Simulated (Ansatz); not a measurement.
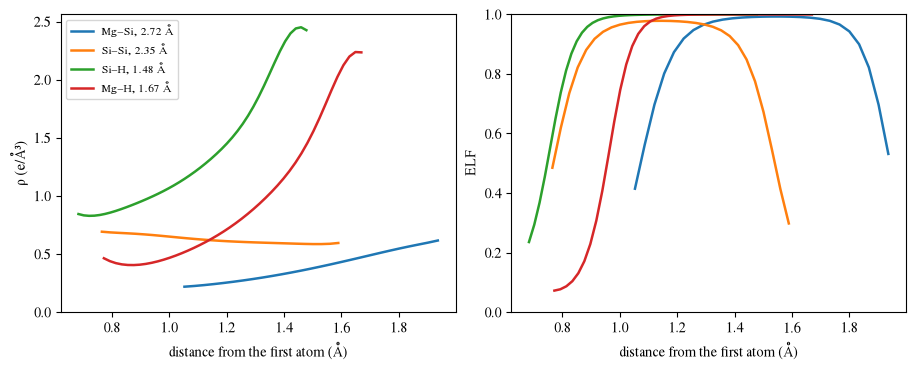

*H5MgSi2 (charge +1). Electron density and ELF along straight lines between neighbouring atoms. The curves leave out the atomic cores.*

Geometry: PBE0-D4/def2-TZVP.

All numbers below come from RKS PBE0-D4/def2-TZVPP in Ansatz 0.2.0.

```yaml
atoms:
  - { symbol: Mg, position_ang: [-1.7470, 0.9373, -1.6791] }
  - { symbol: Si, position_ang: [-0.8231, -0.4958, 0.4363] }
  - { symbol: Si, position_ang: [1.2943, -1.0980, 1.2702] }
  - { symbol: H, position_ang: [-2.2626, 1.8237, -2.9962] }
  - { symbol: H, position_ang: [1.1966, -2.4523, 1.8585] }
  - { symbol: H, position_ang: [1.4166, -0.0347, 2.3085] }
  - { symbol: H, position_ang: [2.3095, -0.9584, 0.2055] }
  - { symbol: H, position_ang: [-1.8212, -0.9859, 1.4353] }
```

**What can be read from the curves?**

Mg–Si (2.72 Å): the density is about 0.31 e/Å³ at the midpoint; the ELF peaks at about 1 in the valence shell of Si, 1.2 Å from its nucleus, and is about 1 at the midpoint.
Si–Si (2.35 Å): ρ at the midpoint is about 0.61 e/Å³; the ELF peaks at about 1 between the atoms (a shared electron pair).
Si–H (1.48 Å): ρ is about 0.83 e/Å³ halfway; the ELF climbs to about 1 towards the hydrogen, as it does in any bond to H.
Mg–H (1.67 Å): ρ at the midpoint is about 0.41 e/Å³; the ELF climbs to about 1 towards the hydrogen.
